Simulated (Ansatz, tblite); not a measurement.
# (CuNH2)2 ring (Cu2N2H4): a ladder of methods and basis sets, part 2 of 2

How do method and basis change the picture of (CuNH2)2 ring (Cu2N2H4) (singlet)?

Ansatz 0.2.0, Gaussian basis; as each input shows. Earlier steps stand in the parts before.

## 17. PBE+50HF/def2-TZVP

Contents of in.yaml:

```yaml
crystal:
  periodic: [false, false, false]
  atoms:
    - {symbol: Cu, position_ang: [-0.772999, -0.653502, -0.455458]}
    - {symbol: N, position_ang: [-0.913139, 0.141940, 1.346063]}
    - {symbol: Cu, position_ang: [0.772931, 0.653679, 0.455395]}
    - {symbol: N, position_ang: [0.913100, -0.141894, -1.346091]}
    - {symbol: H, position_ang: [-0.895963, -0.456514, 2.175744]}
    - {symbol: H, position_ang: [-1.626480, 0.848553, 1.542667]}
    - {symbol: H, position_ang: [1.626391, -0.848638, -1.542419]}
    - {symbol: H, position_ang: [0.896148, 0.456386, -2.175900]}
basis:
  gaussian: {orbitals: def2-TZVP, initial_orbitals: start.molden}
hamiltonian: {xc: {text: "exchange = 0.50*pbe_x + 0.50*exact_x\ncorrelation = pbe_c"}}
scf: {omitted_lower_state_checks: [starts]}
output: {orbitals: {seedname: orbitals}}
```

On the command line:

```
ansatz run in.yaml --threads 4 --pin off --events-out ev --progress --plain --max-ram 3916MiB
```

What it wrote:

```text
Functional definition: unnamed
  exchange = 0.50*pbe_x + 0.50*exact_x
  correlation = pbe_c
these checks for a lower state are left out or cut short: starts
1650 factors; their error is unknown
mean field evaluation 1: about -92312.3666 eV, gradient 1.2e1 eV
mean field evaluation 2: about -92312.6047 eV, gradient 5.2e-1 eV
mean field evaluation 4: about -92312.8313 eV, gradient 3.0e-1 eV
mean field evaluation 8: about -92312.8314 eV, gradient 1.9e-5 eV
mean field -92312.83139684 eV, -3392.4339819494 hartree, gradient 1.9e-5 eV, S^2 0.000000; 0 other end points of the search recorded, 0 dependent functions left out
reference -92312.83142164 eV, -3392.4339828608 hartree; 38, 38 occupied and 138, 138 virtual orbitals, 1650 factors
Total energy: -92312.83142164 eV, -3392.4339828608 hartree
Checks for a lower state left out: starts
```

It took 3.4 s on 4 threads of Arm Neoverse V2, shared host; peak memory 0.56 GiB.

From the report: HOMO -6.67 eV, LUMO -0.30 eV.

## 18. PBE-D4/def2-SVP

in.yaml, as its differences from that of step 17:

```diff
@@ -12,4 +12,4 @@
 basis:
-  gaussian: {orbitals: def2-TZVP, initial_orbitals: start.molden}
-hamiltonian: {xc: {text: "exchange = 0.50*pbe_x + 0.50*exact_x\ncorrelation = pbe_c"}}
+  gaussian: {orbitals: def2-SVP, initial_orbitals: start.molden}
+hamiltonian: {xc: pbe, dispersion: d4}
 scf: {omitted_lower_state_checks: [starts]}
```

The command is unchanged.

What it wrote:

```text
Functional definition: PBE
  name "PBE"
  cite "Perdew, Burke & Ernzerhof, Phys. Rev. Lett. 77, 3865 (1996) doi:10.1103/PhysRevLett.77.3865"
  parent pbe
  parameter kappa = 0.804
  parameter beta = 0.06672455060314922
  exchange = pbe_x(kappa = kappa, mu = beta*pi^2/3)
  correlation = pbe_c(beta = beta)
these checks for a lower state are left out or cut short: starts
1344 factors; their error is unknown
mean field evaluation 1: about -92295.0980 eV, gradient 1.2e1 eV
mean field evaluation 2: about -92295.5710 eV, gradient 1.0e0 eV
mean field evaluation 4: about -92295.5040 eV, gradient 3.2e-1 eV
mean field evaluation 8: about -92295.5042 eV, gradient 1.5e-5 eV
mean field -92295.50415938 eV, -3391.7972177174 hartree, gradient 1.5e-5 eV, S^2 0.000000; 0 other end points of the search recorded, 0 dependent functions left out
reference -92295.50421651 eV, -3391.7972198170 hartree; 38, 38 occupied and 72, 72 virtual orbitals, 1344 factors
Total energy: -92295.69190703 eV, -3391.8041173165 hartree
Checks for a lower state left out: starts
```

Run time: 1.2 s. Hardware: 4 threads of Arm Neoverse V2, shared host.

From the report: HOMO -3.39 eV, LUMO -1.72 eV.

## 19. PBE0-D4/def2-SVP

in.yaml, as its differences from that of step 18:

```diff
@@ -13,3 +13,3 @@
   gaussian: {orbitals: def2-SVP, initial_orbitals: start.molden}
-hamiltonian: {xc: pbe, dispersion: d4}
+hamiltonian: {xc: pbe0, dispersion: d4}
 scf: {omitted_lower_state_checks: [starts]}
```

Launched as before.

What it wrote:

```text
Functional definition: PBE0
  name "PBE0"
  cite "Adamo & Barone, J. Chem. Phys. 110, 6158 (1999) doi:10.1063/1.478522"
  cite "Perdew, Burke & Ernzerhof, Phys. Rev. Lett. 77, 3865 (1996) doi:10.1103/PhysRevLett.77.3865"
  parent pbe
  parameter a = 0.25
  parameter kappa = 0.804
  parameter beta = 0.06672455060314922
  exchange = (1 - a)*pbe_x(kappa = kappa, mu = beta*pi^2/3) + a*exact_x
  correlation = pbe_c(beta = beta)
these checks for a lower state are left out or cut short: starts
1188 factors; integrals over basis functions are off by at most 8.0e-4 eV
mean field evaluation 1: about -92295.1509 eV, gradient 1.4e1 eV
mean field evaluation 2: about -92295.5385 eV, gradient 5.4e-1 eV
mean field evaluation 4: about -92295.8179 eV, gradient 7.5e-3 eV
mean field -92295.81791545 eV, -3391.8087480406 hartree, gradient 3.9e-5 eV, S^2 0.000000; 0 other end points of the search recorded, 0 dependent functions left out
reference -92295.81795966 eV, -3391.8087496652 hartree; 38, 38 occupied and 72, 72 virtual orbitals, 1188 factors
Total energy: -92295.97471911 eV, -3391.8145104686 hartree
Checks for a lower state left out: starts
```

Wall time 1.8 s (4 threads of Arm Neoverse V2, shared host).

HOMO -4.71 eV, LUMO -0.82 eV.

## 20. HF/STO-3G

in.yaml, as its differences from that of step 19:

```diff
@@ -12,4 +12,4 @@
 basis:
-  gaussian: {orbitals: def2-SVP, initial_orbitals: start.molden}
-hamiltonian: {xc: pbe0, dispersion: d4}
+  gaussian: {orbitals: STO-3G}
+hamiltonian: {xc: hf}
 scf: {omitted_lower_state_checks: [starts]}
```

The command is unchanged.

What it wrote:

```text
Functional definition: HF
  name "HF"
  cite "Fock, Z. Phys. 61, 126 (1930) doi:10.1007/BF01340294"
  parent pbe
  exchange = exact_x
  correlation = 0
these checks for a lower state are left out or cut short: starts
513 factors; integrals over basis functions are off by at most 3.8e-4 eV
mean field evaluation 1: about -90824.6173 eV, gradient 3.1e2 eV
mean field evaluation 2: about -90825.2862 eV, gradient 3.1e2 eV
mean field evaluation 4: about -90771.7315 eV, gradient 3.9e2 eV
mean field evaluation 8: about -90897.5580 eV, gradient 1.8e2 eV
mean field evaluation 16: about -91169.4525 eV, gradient 5.1e0 eV
mean field -91169.73069927 eV, -3350.4258061351 hartree, gradient 6.2e-6 eV, S^2 0.000000; 0 other end points of the search recorded, 0 dependent functions left out
reference -91169.73069927 eV, -3350.4258061351 hartree; 38, 38 occupied and 12, 12 virtual orbitals, 513 factors
Total energy: -91169.73069927 eV, -3350.4258061351 hartree
Checks for a lower state left out: starts
```

Wall time 0.75 s (4 threads of Arm Neoverse V2, shared host).

Report: HOMO -3.98 eV, LUMO 1.54 eV.

## 21. HF/6-31G

in.yaml, as its differences from that of step 20:

```diff
@@ -12,3 +12,3 @@
 basis:
-  gaussian: {orbitals: STO-3G}
+  gaussian: {orbitals: 6-31G}
 hamiltonian: {xc: hf}
```

Launched as before.

What it wrote:

```text
Functional definition: HF
  name "HF"
  cite "Fock, Z. Phys. 61, 126 (1930) doi:10.1007/BF01340294"
  parent pbe
  exchange = exact_x
  correlation = 0
these checks for a lower state are left out or cut short: starts
960 factors; integrals over basis functions are off by at most 4.7e-4 eV
mean field evaluation 1: about -92195.6612 eV, gradient 8.0e1 eV
mean field evaluation 2: about -92195.6743 eV, gradient 8.0e1 eV
mean field evaluation 4: about -92205.1551 eV, gradient 7.1e0 eV
mean field evaluation 8: about -92205.3731 eV, gradient 2.4e-1 eV
mean field -92205.37553341 eV, -3388.4850518045 hartree, gradient 1.7e-5 eV, S^2 0.000000; 0 other end points of the search recorded, 0 dependent functions left out
reference -92205.37553341 eV, -3388.4850518045 hartree; 38, 38 occupied and 46, 46 virtual orbitals, 960 factors
Total energy: -92205.37553341 eV, -3388.4850518045 hartree
Checks for a lower state left out: starts
```

It took 0.55 s on 4 threads of Arm Neoverse V2, shared host.

From the report: HOMO -7.87 eV, LUMO 1.66 eV.

## 22. B3LYP-D4/6-31G

in.yaml, as its differences from that of step 21:

```diff
@@ -13,3 +13,3 @@
   gaussian: {orbitals: 6-31G}
-hamiltonian: {xc: hf}
+hamiltonian: {xc: {name: B3LYP}, dispersion: d4}
 scf: {omitted_lower_state_checks: [starts]}
```

Launched as before.

What it wrote, cut to the lines that bear on the results:

```text
Functional definition: B3LYP
  name "B3LYP"
  cite "Stephens, Devlin, Chabalowski & Frisch, J. Phys. Chem. 98, 11623 (1994) doi:10.1021/j100096a001"
  cite "Becke, Phys. Rev. A 38, 3098 (1988) doi:10.1103/PhysRevA.38.3098"
  cite "Lee, Yang & Parr, Phys. Rev. B 37, 785 (1988) doi:10.1103/PhysRevB.37.785"
  cite "Vosko, Wilk & Nusair, Can. J. Phys. 58, 1200 (1980) doi:10.1139/p80-159"
[...]
960 factors; integrals over basis functions are off by at most 4.7e-4 eV
[...]
mean field -92313.38203758 eV, -3392.4542176235 hartree, gradient 9.8e-6 eV, S^2 0.000000; 0 other end points of the search recorded, 0 dependent functions left out
reference -92313.38229246 eV, -3392.4542269899 hartree; 38, 38 occupied and 46, 46 virtual orbitals, 960 factors
Total energy: -92313.69129395 eV, -3392.4655825854 hartree
Checks for a lower state left out: starts
```

It took 1.4 s on 4 threads of Arm Neoverse V2, shared host.

From the report: HOMO -4.25 eV, LUMO -1.34 eV.

## 23. PBE0-D4/def2-TZVPD

in.yaml, as its differences from that of step 22:

```diff
@@ -12,4 +12,4 @@
 basis:
-  gaussian: {orbitals: 6-31G}
-hamiltonian: {xc: {name: B3LYP}, dispersion: d4}
+  gaussian: {orbitals: def2-TZVPD, initial_orbitals: start.molden}
+hamiltonian: {xc: pbe0, dispersion: d4}
 scf: {omitted_lower_state_checks: [starts]}
```

Launched as before.

What it wrote:

```text
Functional definition: PBE0
  name "PBE0"
  cite "Adamo & Barone, J. Chem. Phys. 110, 6158 (1999) doi:10.1063/1.478522"
  cite "Perdew, Burke & Ernzerhof, Phys. Rev. Lett. 77, 3865 (1996) doi:10.1103/PhysRevLett.77.3865"
  parent pbe
  parameter a = 0.25
  parameter kappa = 0.804
  parameter beta = 0.06672455060314922
  exchange = (1 - a)*pbe_x(kappa = kappa, mu = beta*pi^2/3) + a*exact_x
  correlation = pbe_c(beta = beta)
these checks for a lower state are left out or cut short: starts
1658 factors; their error is unknown
mean field evaluation 1: about -92312.3663 eV, gradient 8.4e0 eV
mean field evaluation 2: about -92312.4484 eV, gradient 1.7e-1 eV
mean field evaluation 4: about -92312.6728 eV, gradient 8.1e-4 eV
mean field -92312.67281328 eV, -3392.4281541111 hartree, gradient 8.1e-6 eV, S^2 0.000000; 0 other end points of the search recorded, 0 dependent functions left out
reference -92312.67285668 eV, -3392.4281557061 hartree; 38, 38 occupied and 168, 168 virtual orbitals, 1658 factors
Total energy: -92312.82961613 eV, -3392.4339165095 hartree
Checks for a lower state left out: starts
```

Wall time 4 s (4 threads of Arm Neoverse V2, shared host); peak memory 0.68 GiB.

Report: HOMO -5.33 eV, LUMO -1.26 eV.

## 24. PBE-D4/def2-TZVPD

in.yaml, as its differences from that of step 23:

```diff
@@ -13,3 +13,3 @@
   gaussian: {orbitals: def2-TZVPD, initial_orbitals: start.molden}
-hamiltonian: {xc: pbe0, dispersion: d4}
+hamiltonian: {xc: pbe, dispersion: d4}
 scf: {omitted_lower_state_checks: [starts]}
```

The command is unchanged.

What it wrote:

```text
Functional definition: PBE
  name "PBE"
  cite "Perdew, Burke & Ernzerhof, Phys. Rev. Lett. 77, 3865 (1996) doi:10.1103/PhysRevLett.77.3865"
  parent pbe
  parameter kappa = 0.804
  parameter beta = 0.06672455060314922
  exchange = pbe_x(kappa = kappa, mu = beta*pi^2/3)
  correlation = pbe_c(beta = beta)
these checks for a lower state are left out or cut short: starts
1500 factors; their error is unknown
mean field evaluation 1: about -92312.6315 eV, gradient 1.5e1 eV
mean field evaluation 2: about -92312.9929 eV, gradient 7.3e-1 eV
mean field evaluation 4: about -92312.9534 eV, gradient 3.7e-1 eV
mean field evaluation 8: about -92312.9535 eV, gradient 2.4e-5 eV
mean field -92312.95352537 eV, -3392.4384700900 hartree, gradient 2.4e-5 eV, S^2 0.000000; 0 other end points of the search recorded, 0 dependent functions left out
reference -92312.95358134 eV, -3392.4384721468 hartree; 38, 38 occupied and 168, 168 virtual orbitals, 1500 factors
Total energy: -92313.14127186 eV, -3392.4453696463 hartree
Checks for a lower state left out: starts
```

Run time: 2.7 s. Hardware: 4 threads of Arm Neoverse V2, shared host.

From the report: HOMO -4.04 eV, LUMO -2.19 eV.

## 25. r2SCAN-D4/def2-TZVPD

in.yaml, as its differences from that of step 24:

```diff
@@ -13,3 +13,3 @@
   gaussian: {orbitals: def2-TZVPD, initial_orbitals: start.molden}
-hamiltonian: {xc: pbe, dispersion: d4}
+hamiltonian: {xc: r2scan, dispersion: d4}
 scf: {omitted_lower_state_checks: [starts]}
```

Launched as before.

What it wrote:

```text
Functional definition: r2SCAN
  name "r2SCAN"
  cite "Furness, Kaplan, Ning, Perdew & Sun, J. Phys. Chem. Lett. 11, 8208 (2020) doi:10.1021/acs.jpclett.0c02405"
  cite "Furness, Kaplan, Ning, Perdew & Sun, J. Phys. Chem. Lett. 11, 9248 (2020) doi:10.1021/acs.jpclett.0c03077"
  parent r2scan
  parameter k0 = 0.174
  parameter k1 = 0.065
  parameter a1 = 4.9479
  exchange = r2scan_x(k0 = k0, k1 = k1, a1 = a1)
  correlation = r2scan_c
these checks for a lower state are left out or cut short: starts
1500 factors; their error is unknown
mean field evaluation 1: about -92327.1842 eV, gradient 1.1e1 eV
mean field evaluation 2: about -92327.3496 eV, gradient 4.2e-1 eV
mean field evaluation 4: about -92327.3164 eV, gradient 3.7e-1 eV
mean field evaluation 8: about -92327.3166 eV, gradient 9.8e-6 eV
mean field -92327.31658510 eV, -3392.9663027994 hartree, gradient 9.8e-6 eV, S^2 0.000000; 0 other end points of the search recorded, 0 dependent functions left out
reference -92327.31660475 eV, -3392.9663035218 hartree; 38, 38 occupied and 168, 168 virtual orbitals, 1500 factors
Total energy: -92327.35726179 eV, -3392.9677976402 hartree
Checks for a lower state left out: starts
```

It took 6 s on 4 threads of Arm Neoverse V2, shared host.

HOMO -4.01 eV, LUMO -1.90 eV.

## 26. CCSD(T)/def2-TZVP

in.yaml, as its differences from that of step 25:

```diff
@@ -12,4 +12,4 @@
 basis:
-  gaussian: {orbitals: def2-TZVPD, initial_orbitals: start.molden}
-hamiltonian: {xc: r2scan, dispersion: d4}
+  gaussian: {orbitals: def2-TZVP, initial_orbitals: start.molden}
+correlation: {method: ccsd_t, frozen_orbitals: {Cu: 9, H: 0, "N": 1}}
 scf: {omitted_lower_state_checks: [starts]}
```

Same command.

What it wrote, cut to the lines that bear on the results:

```text
Functional definition: HF
  name "HF"
  cite "Fock, Z. Phys. 61, 126 (1930) doi:10.1007/BF01340294"
  parent pbe
[...]
1540 factors; integrals over basis functions are off by at most 1.2e-3 eV
[...]
mean field -92223.38860218 eV, -3389.1470198722 hartree, gradient 4.5e-6 eV, S^2 0.000000; 0 other end points of the search recorded, 0 dependent functions left out
20 core orbitals not correlated: weight in the atoms' cores, before any rotation towards them, 1.000 or more for the frozen orbitals, at most 0.000 for the correlated occupied ones
reference -92223.38860218 eV, -3389.1470198722 hartree; 18, 18 occupied and 138, 138 virtual orbitals, 1540 factors
second order -36.42929057 eV of doubles, -0.00000000 eV of singles
cycle   1  -31.11834312 eV  change     5.3e0 eV  update   2.9e-1
[...]
cycle  16  -33.40323027 eV  change    3.0e-5 eV  update   1.1e-5
perturbative correction -1.35677352 eV, -0.0498605073 hartree
Total energy: -92258.14860597 eV, -3390.4244264504 hartree
Checks for a lower state left out: starts
```

It took 53 s on 4 threads of Arm Neoverse V2, shared host; peak memory 1.8 GiB.

Hartree-Fock HOMO -8.70 eV, LUMO 1.37 eV; T1 0.032.

## 27. RPA/def2-TZVP

in.yaml, as its differences from that of step 26:

```diff
@@ -13,4 +13,4 @@
   gaussian: {orbitals: def2-TZVP, initial_orbitals: start.molden}
-correlation: {method: ccsd_t, frozen_orbitals: {Cu: 9, H: 0, "N": 1}}
+hamiltonian: {xc: pbe}
+correlation: {method: rpa, frozen_orbitals: {Cu: 9, H: 0, "N": 1}}
 scf: {omitted_lower_state_checks: [starts]}
-output: {orbitals: {seedname: orbitals}}
```

Same command.

What it wrote, cut to the lines that bear on the results:

```text
Functional definition: PBE
  name "PBE"
  cite "Perdew, Burke & Ernzerhof, Phys. Rev. Lett. 77, 3865 (1996) doi:10.1103/PhysRevLett.77.3865"
  parent pbe
[...]
1540 factors; integrals over basis functions are off by at most 1.2e-3 eV
[...]
mean field -92312.85197730 eV, -3392.4347382672 hartree, gradient 1.1e-6 eV, S^2 0.000000; 0 other end points of the search recorded, 0 dependent functions left out
20 core orbitals not correlated: weight in the atoms' cores, before any rotation towards them, 1.000 or more for the frozen orbitals, at most 0.000 for the correlated occupied ones
reference -92220.13663523 eV, -3389.0275122911 hartree; 18, 18 occupied and 138, 138 virtual orbitals, 1540 factors
Total energy: -92268.66841705 eV, -3390.8110223768 hartree
Checks for a lower state left out: starts
```

Wall time 4.4 s (4 threads of Arm Neoverse V2, shared host).

## 28. Comparison

```
                 level  functions  HOMO (eV)  LUMO (eV)  gap (eV)    time
             HF/STO-3G         50      -3.98       1.54      5.52  0.75 s
              HF/6-31G         84      -7.87       1.66      9.54  0.55 s
          HF/def2-TZVP        176      -8.70       1.37     10.07   2.1 s
       PBE-D4/def2-SVP        110      -3.39      -1.72      1.68   1.2 s
      PBE-D4/def2-TZVP        176      -3.98      -2.11      1.87   2.5 s
     PBE-D4/def2-TZVPD        206      -4.04      -2.19      1.85   2.7 s
   revPBE-D4/def2-TZVP        176      -3.88      -2.02      1.86   2.2 s
   r2SCAN-D4/def2-TZVP        176      -3.96      -1.83      2.13   4.5 s
  r2SCAN-D4/def2-TZVPD        206      -4.01      -1.90      2.11     6 s
  r2SCANh-D4/def2-TZVP        176      -4.50      -1.48      3.02   5.5 s
        B3LYP-D4/6-31G         84      -4.25      -1.34      2.92   1.4 s
      PBE0-D4/def2-SVP        110      -4.71      -0.82      3.89   1.8 s
     PBE0-D4/def2-TZVP        176      -5.28      -1.16      4.12   3.5 s
    PBE0-D4/def2-TZVPD        206      -5.33      -1.26      4.07     4 s
CAM-B3LYP-D4/def2-TZVP        176      -6.73      -0.36      6.37   3.7 s
     LC-ωPBE/def2-TZVP        176      -7.83       0.83      8.66   2.7 s
     ωB97X-V/def2-TZVP        176      -7.62       0.65      8.27   8.5 s
     PBE+5HF/def2-TZVP        176      -4.23      -1.91      2.32   3.2 s
    PBE+10HF/def2-TZVP        176      -4.49      -1.72      2.77     3 s
    PBE+15HF/def2-TZVP        176      -4.75      -1.53      3.22   3.2 s
    PBE+35HF/def2-TZVP        176      -5.83      -0.81      5.02   3.1 s
    PBE+50HF/def2-TZVP        176      -6.67      -0.30      6.37   3.4 s
```

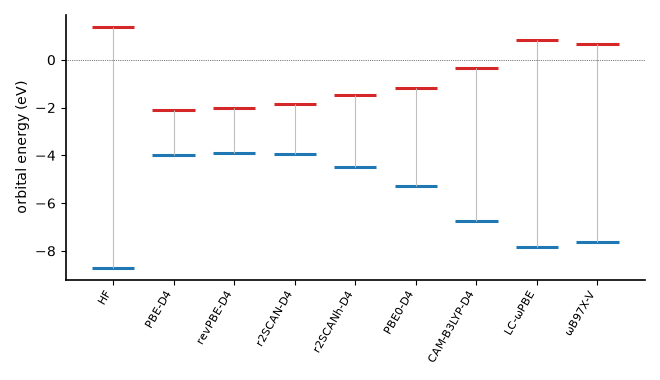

Highest filled (blue) and lowest empty (red) level in def2-TZVP.

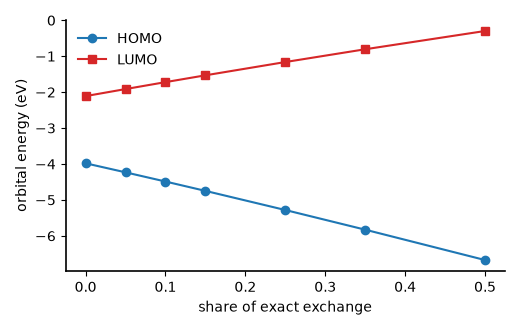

Frontier levels against the share of exact exchange, in def2-TZVP.

The pieces so far (eV):

```csv
basis,HF,MP2 correlation,CCSD correlation,(T),total
def2-TZVP,-92223.3886,-36.4293,-33.4032,-1.3568,-92258.1486
```

## 29. Binding energy

Free atoms were run apart at each level; binding is atoms less cluster, divided by the number of atoms, without zero-point or spin-orbit terms.

Differences are taken before rounding.

```
                method  binding an atom (eV)  from CCSD(T)/def2-TZVP (eV)    time
              HF/6-31G                 2.001                       -0.806  0.55 s
          HF/def2-TZVP                 1.687                       -1.119   2.1 s
       PBE-D4/def2-SVP                 3.152                       +0.346   1.2 s
      PBE-D4/def2-TZVP                 3.027                       +0.221   2.5 s
     PBE-D4/def2-TZVPD                 3.039                       +0.232   2.7 s
   revPBE-D4/def2-TZVP                 2.917                       +0.110   2.2 s
   r2SCAN-D4/def2-TZVP                 2.950                       +0.143   4.5 s
  r2SCAN-D4/def2-TZVPD                 2.958                       +0.152     6 s
  r2SCANh-D4/def2-TZVP                 2.901                       +0.095   5.5 s
        B3LYP-D4/6-31G                 3.240                       +0.434   1.4 s
      PBE0-D4/def2-SVP                 2.984                       +0.178   1.8 s
     PBE0-D4/def2-TZVP                 2.894                       +0.087   3.5 s
    PBE0-D4/def2-TZVPD                 2.903                       +0.097     4 s
CAM-B3LYP-D4/def2-TZVP                 2.953                       +0.146   3.7 s
     LC-ωPBE/def2-TZVP                 2.939                       +0.133   2.7 s
     ωB97X-V/def2-TZVP                 2.958                       +0.151   8.5 s
         MP2/def2-TZVP                 2.862                       +0.056        
        CCSD/def2-TZVP                 2.732                       -0.075        
     CCSD(T)/def2-TZVP                 2.806                            0    53 s
```

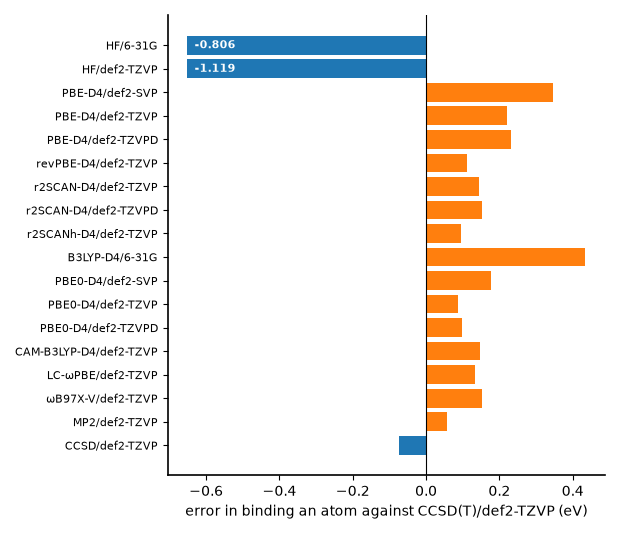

Error of each method against CCSD(T)/def2-TZVP. Bars with a number in them are cut short.

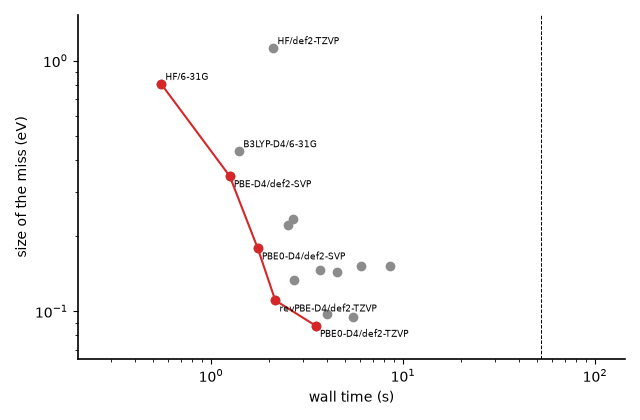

Miss against cost. Red marks the levels that no quicker level drawn beats (of those quicker than the yardstick), and the dashed line is the time of CCSD(T)/def2-TZVP. Only those levels and the largest misses are named. Times are from a shared host.

## 30. What came out

This closing draws on all 2 parts.

```
                                                                  quantity                               value
gap in def2-TZVP, named functionals and Hartree-Fock, smallest and largest  1.86 eV (revPBE-D4), 10.07 eV (HF)
                                      gap over the share of exact exchange        1.87 eV at 0, 6.37 eV at 0.5
                                     correlation energy, CCSD(T)/def2-TZVP                           -34.76 eV
                                        binding an atom, CCSD(T)/def2-TZVP                            2.806 eV
                           PBE0 total energy, smallest basis above largest     16.85 eV (def2-SVP, def2-TZVPD)
```

What this shows: Orbital gaps of the named functionals and Hartree-Fock in def2-TZVP span 1.86 eV (revPBE-D4) to 10.07 eV (HF); exact exchange widens it. Raising the share of exact exchange from 0 to 0.5 moves the HOMO by -2.69 eV and the LUMO by +1.81 eV. A small miss in a minimal or small basis is a cancelling of errors, not accuracy. The functionals in def2-TZVP miss CCSD(T)/def2-TZVP by +0.087 (PBE0-D4) to +0.221 eV (PBE-D4) an atom. The reference is CCSD(T) in one finite basis, so it carries an error of its own, often a tenth of an eV or more, and near misses can't be ranked.

PBE0-D4/def2-TZVP reaches 0.087 eV from the reference in 3.5 s, where CCSD(T)/def2-TZVP took 53 s; the quickest level in the cost chart, HF/6-31G, takes 0.55 s and misses by 0.806 eV. The slowest run with a step of its own, CCSD(T)/def2-TZVP, took 53 s; the quickest functional in def2-TZVP took 2.2 s (shared host).
